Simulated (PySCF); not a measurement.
# C₃H₈BClO₃: electronic excitations

Wanted: the electronic excitations of C₃H₈BClO₃ (`COCCOB(O)Cl`), by calculation.

The runs use PySCF 2.14.0, with density-fitted response routines of our own; the level of theory stands in each step. All values are computed, except where a source is named. Atoms count from 0, in the outputs and in this text.

## 1. The molecule as given

16 atoms, charge 0, multiplicity 1; geometry from: GFN2-xTB.

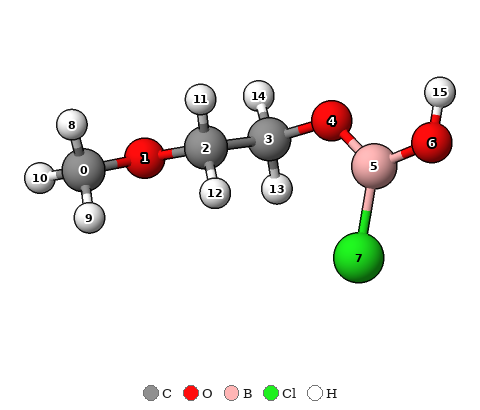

The starting geometry (carbon grey, oxygen red, boron pink, chlorine green, hydrogen white), atoms numbered.

## 2. Excited states and response: PBE0/def2-SVPD

Job settings and geometry (Å):

```
{"job": {"kind": "uv", "xc": "PBE0", "basis": "def2-SVPD", "nstates": 8, "ntriplets": 3}, "charge": 0, "multiplicity": 1}
C     -2.895107     0.164806     0.110617
O     -1.715691    -0.132389    -0.595371
C     -0.552952     0.226562     0.107923
C      0.655286    -0.212821    -0.719703
O      1.864134     0.243785    -0.141836
B      2.512489    -0.340615     0.881075
O      3.647536     0.192052     1.359692
Cl     1.951927    -1.808935     1.638707
H     -2.981660     1.241071     0.305415
H     -2.931748    -0.371334     1.066576
H     -3.720714    -0.158404    -0.519383
H     -0.516038     1.316639     0.266763
H     -0.524484    -0.267459     1.091518
H      0.655173    -1.303719    -0.803060
H      0.595596     0.229339    -1.717056
H      3.948653     0.990365     0.924196
```

With the program's defaults for keys left out, this is: TDDFT PBE0/def2-SVPD, vertical, gas phase, core orbitals frozen in the response.

The run is started by

```console
$ OMP_NUM_THREADS=1 python probes_run.py task.json out
```

The driver reads the jobs from task.json and runs them one after another.

The log of the run:

```text
coarse grid: 14192 points
cycle   1  E = -828.7795838446  dE =  1.047e+00  |g| = 8.616e-01  |ddm| = 5.314e+00
cycle   2  E = -828.6284523950  dE =  1.511e-01  |g| = 1.254e+00  |ddm| = 2.168e+00
cycle   3  E = -828.9181764742  dE = -2.897e-01  |g| = 8.178e-02  |ddm| = 1.260e+00
cycle   4  E = -828.9194172448  dE = -1.241e-03  |g| = 3.284e-02  |ddm| = 1.425e-01
cycle   5  E = -828.9196148282  dE = -1.976e-04  |g| = 1.176e-02  |ddm| = 4.702e-02
cycle   6  E = -828.9196388441  dE = -2.402e-05  |g| = 2.967e-03  |ddm| = 1.406e-02
cycle   7  E = -828.9196406241  dE = -1.780e-06  |g| = 7.343e-04  |ddm| = 4.683e-03
final grid: 133184 points
cycle   8  E = -829.0345723392  dE = -4.640e-05  |g| = 1.252e-02  |ddm| = 1.160e-01
cycle   9  E = -829.0345433471  dE =  2.899e-05  |g| = 1.790e-02  |ddm| = 3.164e-02
cycle  10  E = -829.0346027139  dE = -5.937e-05  |g| = 1.240e-03  |ddm| = 1.724e-02
cycle  11  E = -829.0346030750  dE = -3.612e-07  |g| = 2.046e-04  |ddm| = 1.632e-03
cycle  12  E = -829.0346030817  dE = -6.660e-09  |g| = 1.145e-04  |ddm| = 4.284e-04
cycle  13  E = -829.0346030841  dE = -2.373e-09  |g| = 2.682e-05  |ddm| = 1.336e-04
cycle  14  E = -829.0346030842  dE = -1.428e-10  |g| = 6.358e-06  |ddm| = 4.390e-05
converged SCF energy = -829.0346030842

Static polarisability (au): isotropic 76.795, principal 65.045 74.934 90.407

Singlet excitations
state   eV       nm        f      main configurations
  1   7.0003    177.1   0.01282   H->L 0.79, H->L+1 0.18
  2   7.2058    172.1   0.00624   H->L+1 0.73, H->L 0.18
  3   7.8181    158.6   0.00559   H-1->L 0.52, H->L+2 0.40
  4   7.8251    158.4   0.01857   H->L+2 0.51, H-1->L 0.40
  5   8.0200    154.6   0.00707   H->L+5 0.43, H->L+4 0.36, H->L+3 0.10
  6   8.1145    152.8   0.02839   H-2->L 0.29, H->L+4 0.27, H->L+3 0.25
  7   8.1314    152.5   0.00667   H-2->L 0.59, H->L+3 0.16, H->L+4 0.13
  8   8.2521    150.2   0.00993   H-3->L 0.86

Triplet excitations (Tamm-Dancoff, eV): 6.8918 7.0276 7.6780
```

Wall time 96 s (1 thread of Arm Neoverse N1, shared host); peak memory 1 GiB.

The orbitals next to the gap, with their largest atomic shares:

```csv
orbital,eV,atoms
HOMO−3,-9.36,"Cl7 59 %, O6 20 %, B5 8 %"
HOMO−2,-9.19,"Cl7 59 %, O4 21 %, B5 5 %"
HOMO−1,-8.88,"O4 30 %, Cl7 17 %, C3 12 %"
HOMO,-7.75,"O1 59 %, C2 10 %, C0 10 %"
LUMO,0.05,"B5 44 %, O6 15 %, H15 11 %"
LUMO+1,0.72,"C0 24 %, Cl7 10 %, C2 10 %"
LUMO+2,0.99,"B5 28 %, Cl7 20 %, O4 17 %"
```

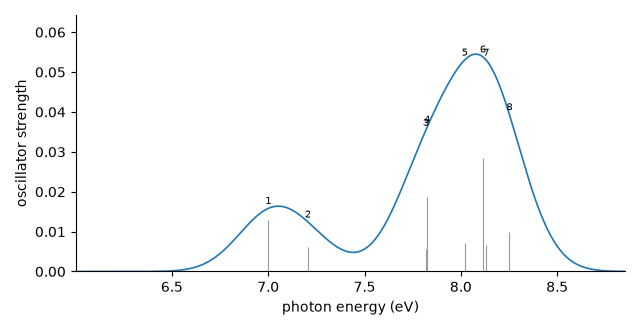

Absorption spectrum from the 8 singlet states computed; above the last one it falls off for lack of states. Lines are broadened to a width of 0.40 eV (Gaussian).

Further results of this job:

```csv
property,computed
dipole moment (D),2.22
polarisability (Å³),11.38
HOMO–LUMO gap (eV),7.79
−ε(HOMO) (eV),7.75
```

## 3. Summary of results

```
                                quantity                        value
         lowest singlet (PBE0/def2-SVPD)  7.00 eV (177 nm), f = 0.013
brightest single state of those computed  state 6, 8.11 eV, f = 0.028
                          lowest triplet                      6.89 eV
```

**Reading.** The lowest singlet, at 7.00 eV, is HOMO→LUMO 0.79, HOMO→LUMO+1 0.18 and is weak; of the 8 states computed, the strongest absorption comes from states 6 to 7 together at 8.11 eV. The lowest triplet lies 0.11 eV below the lowest singlet (triplets in Tamm-Dancoff, singlets in full TDDFT). States above −ε(HOMO) lie where TDDFT describes them poorly and they hang on the basis; the brightest is among them.
